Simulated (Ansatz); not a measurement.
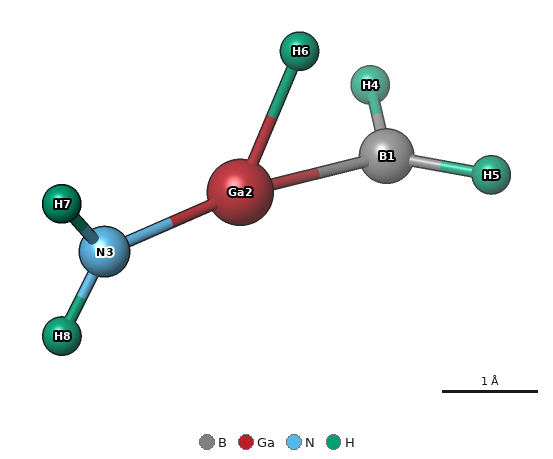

The structure as given in the input (ball-and-stick view, seen at a tilt; atoms are numbered from 1 in the order of the input). Sticks mark near contacts.

GaBNH5: phonon calculation

GaBNH5, computed with RKS B3LYP-D4/def2-SVP (Ansatz 0.2.0).

It belongs to a series of runs on one base structure; here: vibrations at the highest image of the band. Figures and captions count atoms from 1; the log counts them from 0 in places.

### Input file
```yaml
crystal:
  periodic: [false, false, false]
  atoms:
    - { symbol: B, position_ang: [-0.87114, 0.988935, -1.275871] }
    - { symbol: Ga, position_ang: [0.12908, -0.113447, 0.017074] }
    - { symbol: "N", position_ang: [1.210957, -1.218745, 0.935976] }
    - { symbol: H, position_ang: [-1.942513, 0.582935, -1.64806] }
    - { symbol: H, position_ang: [-0.586461, 2.156704, -1.350699] }
    - { symbol: H, position_ang: [-1.036426, 0.73368, 0.866753] }
    - { symbol: H, position_ang: [1.146366, -1.35912, 1.938372] }
    - { symbol: H, position_ang: [1.950127, -1.770952, 0.516446] }
basis:
  gaussian: { orbitals: def2-SVP }
hamiltonian:
  xc: b3lyp
  dispersion: d4
phonons: {}
```

Machine: 2 threads of Arm Neoverse V1, 24 GiB of memory available, shared host.

Command:
```bash
ansatz run input.yaml --threads 2 --pin off --max-ram 3072MiB --backend cpu --events-out ev --progress --plain --runs-dir out
```

### The program's output
```
Engine: ansatz 0.2.0, aarch64-unknown-linux-gnu
Functional definition: B3LYP
  parameter a0 = 0.2
  parameter ax = 0.72
  parameter ac = 0.81
  exchange = (1 - a0 - ax)*slater_x + ax*b88_x + a0*exact_x
  correlation = (1 - ac)*vwn_rpa_c + ac*lyp_c
935 factors; integrals over basis functions are off by at most 6.2e-4 eV
mean field evaluation 1: about -54609.3799 eV, gradient 6.3e1 eV
mean field evaluation 2: about -54587.4628 eV, gradient 1.1e2 eV
mean field evaluation 4: about -54617.4772 eV, gradient 7.7e0 eV
mean field evaluation 8: about -54617.6568 eV, gradient 5.4e-1 eV
mean field evaluation 16: about -54617.6573 eV, gradient 1.9e-5 eV
mean field -54617.65730562 eV, -2007.1618848036 hartree, gradient 1.9e-5 eV, S^2 0.000000; 0 other end points of the search recorded, 0 dependent functions left out
the calculation of the forces begins
reference -54617.65755430 eV, -2007.1618939427 hartree; 24, 24 occupied and 61, 61 virtual orbitals, 935 factors
these checks for a lower state are left out or cut short: stability, starts, cluster_reference, orbital_swaps, neighbouring_geometries, increment
935 factors; integrals over basis functions are off by at most 6.2e-4 eV
mean field -54617.65717587 eV, -2007.1618800357 hartree, gradient 2.9e-6 eV, S^2 0.000000; 0 other end points of the search recorded, 0 dependent functions left out
[... from here on the field's lines of each further geometry are left out, up to the last ...]
the calculation of the forces begins
reference -54617.65751038 eV, -2007.1618923285 hartree; 24, 24 occupied and 61, 61 virtual orbitals, 935 factors
these checks for a lower state are left out or cut short: stability, starts, cluster_reference, orbital_swaps, neighbouring_geometries, increment
935 factors; integrals over basis functions are off by at most 6.2e-4 eV
mean field -54617.65727412 eV, -2007.1618836462 hartree, gradient 2.9e-6 eV, S^2 0.000000; 0 other end points of the search recorded, 0 dependent functions left out
the calculation of the forces begins
reference -54617.65752283 eV, -2007.1618927860 hartree; 24, 24 occupied and 61, 61 virtual orbitals, 935 factors
WARN: phonons: modes at or below zero, which the zero-point energy, F, S and C_V leave out: 1, the lowest at -382.87 cm⁻¹. A minimum has none, and a first-order saddle one
Total energy: -54617.85293755 eV, -2007.1690741447 hartree
Atom 0 at    -0.871140     0.988935    -1.275871 Å, force    -0.006682     0.001851     0.012146 eV/Å
Atom 1 at     0.129080    -0.113447     0.017074 Å, force    -0.007039     0.007109    -0.016995 eV/Å
Atom 2 at     1.210957    -1.218745     0.935976 Å, force    -0.002172    -0.001041     0.016789 eV/Å
Atom 3 at    -1.942513     0.582935    -1.648060 Å, force     0.004917    -0.001686     0.000060 eV/Å
Atom 4 at    -0.586461     2.156704    -1.350699 Å, force     0.002809     0.004946    -0.005425 eV/Å
Atom 5 at    -1.036426     0.733680     0.866753 Å, force    -0.004266    -0.002199    -0.002946 eV/Å
Atom 6 at     1.146366    -1.359120     1.938372 Å, force     0.008088    -0.000942    -0.002614 eV/Å
Atom 7 at     1.950127    -1.770952     0.516446 Å, force     0.004345    -0.008037    -0.001015 eV/Å
Dipole moment:     0.368670    -0.345856     0.148363 e Å
Vibrations: -382.87 118.69 265.09 281.05 448.13 562.20 599.62 664.37 743.83 755.99 842.56 1103.90 1513.86 1615.58 2573.51 2687.68 3582.06 3687.32 cm⁻¹, zero-point energy 1.366642 eV
```

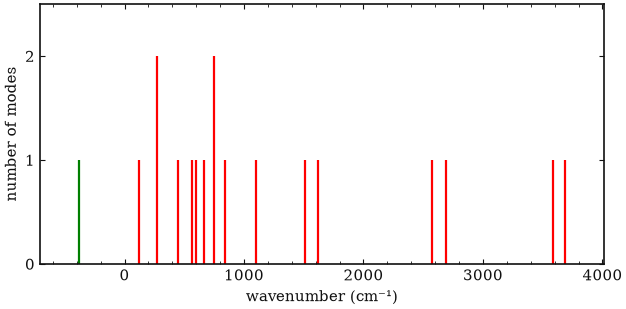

Harmonic vibrational wavenumbers from the force constants; neighbouring modes closer than 19 cm⁻¹ are counted in one stick, and imaginary ones are drawn at negative wavenumbers. 18 modes from 383i to 3687 cm⁻¹, 1 imaginary beyond 8i (383i cm⁻¹): a first-order saddle point, if the geometry is stationary.

### Summary

| quantity | value |
| --- | --- |
| outcome | converged |
| total energy | −54617.8529 eV |
| mean-field energy | −54617.6576 eV |
| largest force (length of the vector) | 0.020 eV/Å |
| wall time | 57 s (CPU time 1.8 min) |
| peak memory | 0.17 GiB |
